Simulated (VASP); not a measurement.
Band structure of CaSe (rock salt). Computed with PBE GGA with D3 dispersion (Becke-Johnson damping), VASP's PBE PAW potentials (set 64) (plane waves; VASP).

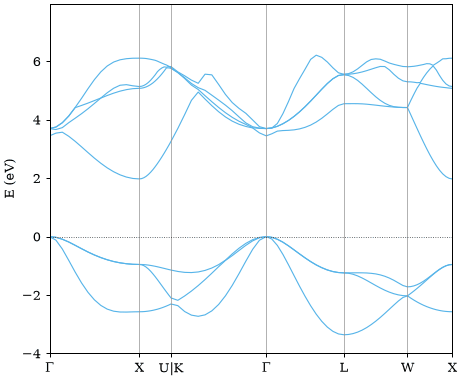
Figure. Bands along high-symmetry lines, zero at the valence-band maximum or, without a gap, the Fermi level

Q: Read the plot: is there a gap, and where are the band edges?

A: The gap is indirect, 1.98 eV, from the valence maximum at Γ to the conduction minimum at X. (Edges off the drawn lines would not show.)

Measured: gap 3.85 eV (computed value off by -1.87 eV), as given by Abedi et al., (2022), arXiv:2211.14644.

The compound is CaSe in the rock salt structure. It was relaxed first.
